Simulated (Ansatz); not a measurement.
# BH5S (SMILES [H]B([H])([H])<-S): revPBE/STO-3G

What is the electronic atomisation energy of BH5S at revPBE/STO-3G? 

Program for the calculation: Ansatz 0.2.0.

43 further runs of the same task are left out: 43 set aside as unsound or not needed.

### 1 Starting point

BH5S: 7 atoms, total charge 0, spin state singlet. As SMILES, `[H]B([H])([H])<-S`. Geometry: relaxed at GFN2-xTB.

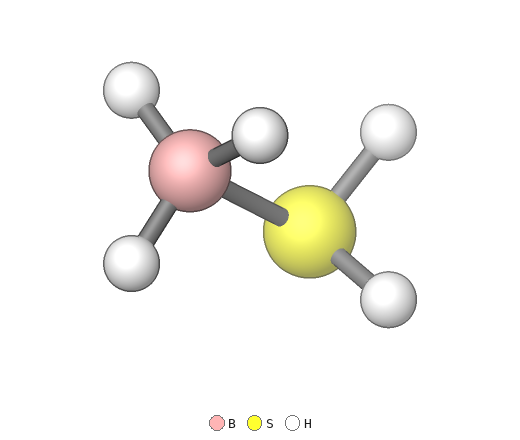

The structure, seen from a chosen angle (boron pink, sulfur yellow, hydrogen white).

### 2 The energy at revPBE/STO-3G

The input, molecule.yaml:

```yaml
crystal:
  periodic: [false, false, false]
  atoms:
    - {symbol: B, position_ang: [0.127630, -0.217240, -0.817090]}
    - {symbol: S, position_ang: [0.134050, -0.231310, 1.222430]}
    - {symbol: H, position_ang: [0.506250, 1.037510, 1.415020]}
    - {symbol: H, position_ang: [-1.154430, 0.067690, 1.414850]}
    - {symbol: H, position_ang: [1.280190, -0.216980, -1.075620]}
    - {symbol: H, position_ang: [-0.453000, 0.779570, -1.081760]}
    - {symbol: H, position_ang: [-0.440700, -1.219250, -1.077830]}
basis:
  gaussian:
    orbitals: STO-3G
hamiltonian:
  xc: {name: revPBE}
accuracy: high
```

On the command line:

```sh
$ ansatz run molecule.yaml --threads 1 --pin off --max-ram 2610MiB --events-out events.jsonl --progress --plain --runs-dir runs
```

Log:

```text
Warning: RAYON_NUM_THREADS=1 ignored (pool sized by the plan → 1); use --threads N
Functional definition: revPBE
  name "revPBE"
  parameter kappa = 1.245
  parameter beta = 0.06672455060314922
  exchange = pbe_x(kappa = kappa, mu = beta*pi^2/3)
  correlation = pbe_c(beta = beta)
329 factors; integrals over basis functions are off by at most 8.7e-9 eV
mean field evaluation 1: about -11460.3871 eV, gradient 1.9e1 eV
mean field evaluation 2: about -11460.9914 eV, gradient 1.5e1 eV
mean field evaluation 4: about -11461.9568 eV, gradient 2.7e-1 eV
mean field evaluation 8: about -11461.8922 eV, gradient 1.1e-2 eV
mean field evaluation 16: about -11461.8922 eV, gradient 3.4e-8 eV
mean field -11461.89219739 eV, -421.2167691044 hartree, gradient 3.6e-8 eV, S^2 0.000000; 0 other end points of the search recorded, 0 dependent functions left out
reference -11461.89219976 eV, -421.2167691915 hartree; 13, 13 occupied and 6, 6 virtual orbitals, 329 factors
Total energy: -11461.89219976 eV, -421.2167691915 hartree
```

Wall time 1.1 s (1 thread of Arm Neoverse V2, shared host); peak memory 0.097 GiB.

### 3 The B atom, same level

The input, job.yaml:

```yaml
crystal:
  periodic: [false, false, false]
  atoms:
    - {symbol: B, position_ang: [0.000000, 0.000000, 0.000000]}
basis:
  gaussian: {orbitals: STO-3G}
magnetization: {spin_polarized: true, initial_magnetization: 1}
hamiltonian: {xc: {name: revPBE}}
accuracy: high
```

On the command line:

```sh
$ ansatz run job.yaml --threads 1 --pin off --max-ram 2610MiB --events-out events.jsonl --progress --plain --runs-dir runs
```

Log (excerpt; [...] marks lines left out):

```text
Warning: RAYON_NUM_THREADS=1 ignored (pool sized by the plan → 1); use --threads N
[... 6 set-up lines as earlier in the session ...]
15 factors; integrals over basis functions are off by at most 8.9e-10 eV
mean field evaluation 1: about -660.3698 eV, gradient 1.3e-6 eV
mean field evaluation 2: about -660.3697 eV, gradient 4.5e-6 eV
mean field evaluation 4: about -660.3697 eV, gradient 1.0e-6 eV
mean field evaluation 8: about -660.3696 eV, gradient 0.0e0 eV
mean field evaluation 16: about -660.3240 eV, gradient 5.5e0 eV
mean field -660.36973178 eV, -24.2681400284 hartree, gradient 0.0e0 eV, S^2 0.750000; 2 other end points of the search recorded, 0 dependent functions left out
reference -660.36973334 eV, -24.2681400856 hartree; 3, 2 occupied and 2, 3 virtual orbitals, 15 factors
Total energy: -660.36973334 eV, -24.2681400856 hartree
```

Run time: 0.24 s. Hardware: 1 thread of Arm Neoverse V2, shared host.

### 4 The H atom at the same level

The input, input.yaml:

```yaml
basis:
  gaussian:
    orbitals: STO-3G
crystal:
  periodic: [false, false, false]
  atoms:
    - symbol: H
      position_ang: [0.000000, 0.000000, 0.000000]
magnetization:
  spin_polarized: true
  initial_magnetization: 1
hamiltonian:
  xc: {name: revPBE}
accuracy: high
```

Run the same way, it converges to -0.47010 Eh (log not shown).

### 5 The S atom at the same level

The input, molecule.yaml:

```yaml
crystal:
  periodic: [false, false, false]
  atoms:
    - {symbol: S, position_ang: [0.000000, 0.000000, 0.000000]}
basis:
  gaussian:
    orbitals: STO-3G
magnetization:
  spin_polarized: true
  initial_magnetization: 2
hamiltonian:
  xc: {name: revPBE}
accuracy: high
```

Run the same way, it converges to -393.59399 Eh (log not shown).

### 6 What came out

At revPBE/STO-3G:

```
                     quantity          value
       molecule: total energy  -421.21677 Eh
         B atom: total energy   -24.26814 Eh
                 B atom: ⟨S²⟩          0.750
         H atom: total energy    -0.47010 Eh
                 H atom: ⟨S²⟩          0.750
         S atom: total energy  -393.59399 Eh
                 S atom: ⟨S²⟩          2.000
electronic atomisation energy      27.324 eV
```

What this shows: Taking the molecule apart into free atoms costs 27.32 eV (630 kcal/mol), before zero-point energy and without spin-orbit coupling. In a minimal basis such a difference can be off by several eV, whatever the method.
